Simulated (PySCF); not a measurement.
# quartet HS at 6 levels

Wanted: a comparison of 6 runs (UB3LYP/6-31G*, UM06-2X/6-31G*, UPBE/6-31G*, USVWN5/6-31G*, NEVPT2(5,5)/6-31G*, UCCSD(T)/6-31G*) of quartet HS. 

Program for the calculation: PySCF 2.14.0.

11 further runs of the same task are left out: 11 set aside as unsound or not needed.

### 1 The molecule

HS: 2 atoms, total charge 0, spin state quartet. As SMILES of the parent species, `[SH]`. The coordinates come from a GFN2-xTB relaxation. That shape belongs to the parent species and isn't relaxed for this state.

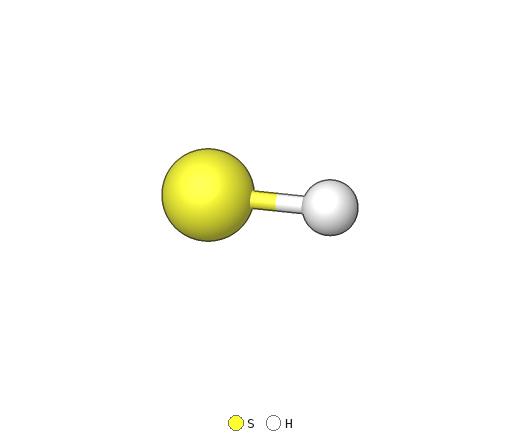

The structure, seen from a chosen angle (sulfur yellow, hydrogen white).

### 2 The energy at UB3LYP/6-31G(d) (spherical functions) (run 1)

geometry.xyz

```xyz
2

S      0.568010    -0.185670     0.292090
H     -0.568010     0.185670    -0.292090
```

input.py

```python
from pyscf import gto, dft

system = gto.M(
    atom='geometry.xyz',
    verbose=3,
    spin=3,
    max_memory=1860,
    basis='6-31g*',
    charge=0,
)

mf = dft.UKS(system)
mf.xc = 'b3lyp'
mf.conv_tol = 1e-10
mf.grids.level = 5
mf.kernel()
if not mf.converged:
    mf = mf.newton().run(mf.mo_coeff, mf.mo_occ)

e_tot = mf.e_tot
print('E = %.10f Eh' % e_tot)
```

The run is started by

```sh
$ OMP_NUM_THREADS=1 python input.py
```

The program printed:

```text
WARN: HOMO 0.0212907760097729 >= LUMO -0.282987049149789

WARN: HOMO -0.0465844101780291 >= LUMO -0.231853435097937

WARN: HOMO -0.0390759421694935 >= LUMO -0.201278587253113

WARN: HOMO -0.0412897589527124 >= LUMO -0.20252306758316

WARN: HOMO -0.0409782082461014 >= LUMO -0.202085807395292

WARN: HOMO -0.0409837349055895 >= LUMO -0.202086391076487

WARN: HOMO -0.0409982528459689 >= LUMO -0.202092668680541

WARN: HOMO -0.040996803013329 >= LUMO -0.202090950887089

WARN: HOMO -0.04099693764288 >= LUMO -0.202091127182549

converged SCF energy = -398.509786730424  <S^2> = 3.7512105  2S+1 = 4.0006052
E = -398.5097867304 Eh
```

It took 1.9 s on 1 thread of Arm Neoverse V1, shared host; peak memory 0.18 GiB.

### 3 The energy at UM06-2X/6-31G(d) (spherical functions) (run 2)

input.xyz

```xyz
2

S      0.568010    -0.185670     0.292090
H     -0.568010     0.185670    -0.292090
```

input.py

```python
from pyscf import gto, dft

molecule = gto.Mole()
molecule.atom = 'input.xyz'
molecule.basis = '6-31g*'
molecule.charge = 0
molecule.spin = 3
molecule.max_memory = 1860
molecule.verbose = 4
molecule.build()

myscf = dft.UKS(molecule, xc='m06-2x')
myscf.conv_tol = 1e-10
myscf.grids.level = 5
myscf.kernel()
if not myscf.converged:
    myscf = myscf.newton().run(myscf.mo_coeff, myscf.mo_occ)

energy = myscf.e_tot
print(f'total energy: {energy:.8f} hartree')
```

The run is started by

```sh
$ OMP_NUM_THREADS=1 python input.py
```

The program printed:

```text
PySCF version 2.14.0

[INPUT] num. atoms = 2
[INPUT] num. electrons = 17
[INPUT] charge = 0
[INPUT] spin (= nelec alpha-beta = 2S) = 3
[INPUT] symmetry False subgroup None
[INPUT] Mole.unit = angstrom
[INPUT] Symbol           X                Y                Z      unit          X                Y                Z       unit  Magmom
[INPUT]  1 S      0.568010000000  -0.185670000000   0.292090000000 AA    1.073383336014  -0.350865449548   0.551970103724 Bohr   0.0
[INPUT]  2 H     -0.568010000000   0.185670000000  -0.292090000000 AA   -1.073383336014   0.350865449548  -0.551970103724 Bohr   0.0

nuclear repulsion = 6.36460058197775
number of shells = 10
number of NR pGTOs = 55
number of NR cGTOs = 20
basis = 6-31g*
ecp = {}

[... 35 lines left out ...]
[... the frontier-level lines of each cycle are left out ...]
[... 5 lines left out ...]
[... 5 lines left out ...]
[... 5 lines left out ...]
[... 5 lines left out ...]
[... 5 lines left out ...]

cycle= 6 E= -398.458525879346  delta_E= -1.14e-07  |g|= 5.72e-05  |ddm|= 0.00384


cycle= 7 E= -398.458525885486  delta_E= -6.14e-09  |g|= 1.42e-05  |ddm|= 0.000857


cycle= 8 E= -398.458525885919  delta_E= -4.32e-10  |g|= 2.97e-06  |ddm|= 0.000239


cycle= 9 E= -398.458525885937  delta_E= -1.81e-11  |g|= 3.2e-07  |ddm|= 4.47e-05


Extra cycle  E= -398.458525885937  delta_E= -6.25e-13  |g|= 1.38e-07  |ddm|= 5.89e-06
converged SCF energy = -398.458525885937  <S^2> = 3.7521012  2S+1 = 4.0010505
total energy: -398.45852589 hartree
```

Run time: 2.8 s. Hardware: 1 thread of Arm Neoverse V1, shared host; peak memory 0.19 GiB.

Runs 3 to 5 aren't shown in full; the table further down has their settings and results.

### 4 A single-point energy at UCCSD(T)/6-31G(d) (spherical functions) (run 6)

run.py

```python
from pyscf import gto, scf, cc

molecule = gto.M(
    atom='''
S      0.568010    -0.185670     0.292090
H     -0.568010     0.185670    -0.292090
''',
    max_memory=1860,
    verbose=3,
    basis='6-31g*',
    spin=3,
    charge=0,
)

myscf = scf.UHF(molecule)
myscf.conv_tol = 1e-10
myscf.kernel()
if not myscf.converged:
    myscf = myscf.newton().run(myscf.mo_coeff, myscf.mo_occ)

mycc = cc.CCSD(myscf, frozen=5)
mycc.kernel()
e_t = mycc.ccsd_t()
e_final = mycc.e_tot + e_t
print('E(%s) = %.9f' % ('CCSD(T)', e_final))
```

The run is started by

```sh
$ OMP_NUM_THREADS=1 python run.py
```

The program printed:

```text
WARN: HOMO 0.13762663390157 >= LUMO -0.299445453299612

converged SCF energy = -397.857522842659  <S^2> = 3.7555115  2S+1 = 4.0027548
E(UCCSD) = -397.9570814987073  E_corr = -0.09955865604848675
UCCSD(T) correction = -0.00147876438307275
E(CCSD(T)) = -397.958560263
```

Run time: 0.78 s. Hardware: 1 thread of Arm Neoverse V1, shared host; peak memory 0.1 GiB.

### 5 All runs side by side

```csv
run,level,integration grid,active selection,energy (Eh),dipole moment (D) of the reference,HOMO energy (eV),⟨S²⟩,wall time
1,UB3LYP/6-31G* (spherical functions),5,–,-398.509787,0.58,-1.12,3.751,1.9 s
2,UM06-2X/6-31G* (spherical functions),5,–,-398.458526,0.59,-2.17,3.752,2.8 s
3,UPBE/6-31G* (spherical functions),5,–,-398.315560,0.55,-0.31,3.751,1.8 s
4,USVWN5/6-31G* (spherical functions),5,–,-397.089493,0.58,-0.22,3.750,1.3 s
5,"NEVPT2(5,5)/6-31G* (spherical functions)",–,mp2 natural orbitals,-397.945377,0.62,–,–,1.6 s
6,UCCSD(T)/6-31G* (spherical functions),–,–,-397.958560,0.55,-4.08,3.756,0.78 s
```

### 6 Outcome

| quantity | value |
| --- | --- |
| run 6: total energy | -397.95856 Eh |
| run 6: dipole moment (Hartree–Fock density) | 0.55 D |
| run 6: HOMO energy (Hartree–Fock orbitals) (highest over α and β) | -4.08 eV |
| run 6: LUMO energy (Hartree–Fock orbitals) (lowest over α and β) | -0.19 eV |
| run 6: correlation energy (5 core orbitals frozen) | -101.0 mEh |
| run 6: (T) correction | -1.48 mEh |
| run 6: ⟨S²⟩ of the reference determinant | 3.756 |
| run 6: T1 diagnostic | 0.009 |

In words: Over runs 1, 2, 3, 4 the dipole moment (its size) runs from 0.55 D (UPBE/6-31G*) to 0.59 D (UM06-2X/6-31G*). Totals of different functionals can't be ranked against each other. All runs together took 10 s, the longest 2.8 s.
